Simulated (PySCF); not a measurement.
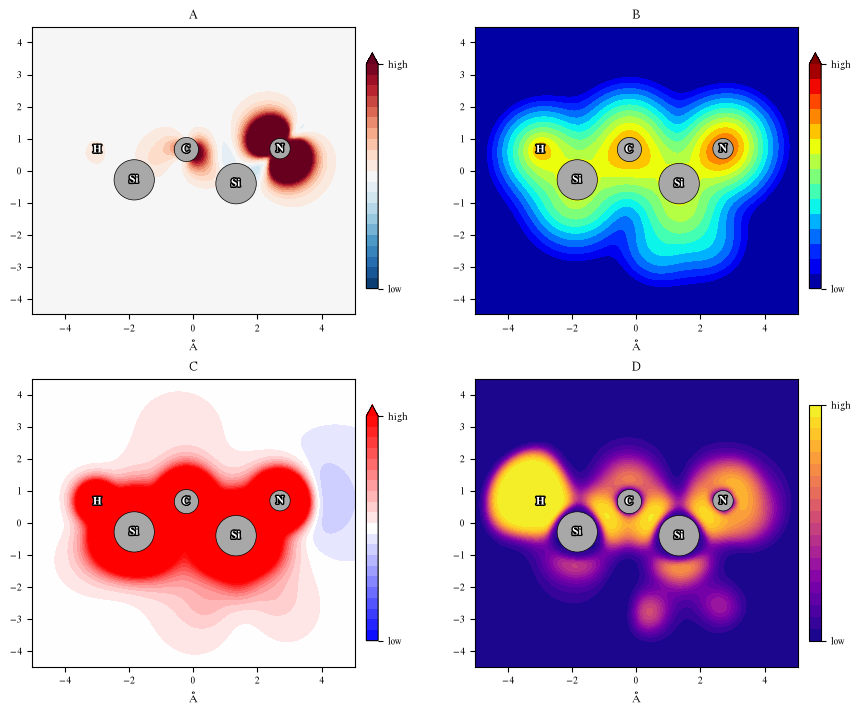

C2H10NSi2 (doublet): 4 fields on the plane of atoms C3, Si4 and H12, with unlabelled colour scales. Grey discs cover the atomic cores.

Geometry: PBE0-D3(BJ)/def2-SVP.

All numbers below come from PySCF, UKS B3LYP, IGLO-III on C N Si, pcH-1 on H, non-relativistic, mean-field spin-orbit, GIAO.

Q: The panels show electron density, electron localisation function, electrostatic potential and spin density in some order. Assign them.

A: Panel A: spin density (confined to the atoms that carry the unpaired spin). Panel B: electron density. Panel C: electrostatic potential (strongly positive close to the atoms, with negative regions outside electron-rich atoms). Panel D: electron localisation function. From the grid: Si–N (1.77 Å): the density is about 1 e/Å³ at the midpoint; the ELF peaks at about 0.95 between the atoms (a shared but strongly polarised pair). C–Si (1.89 Å): the density is about 0.91 e/Å³ at the midpoint; the ELF peaks at about 0.95 between the atoms; a covalent bond.
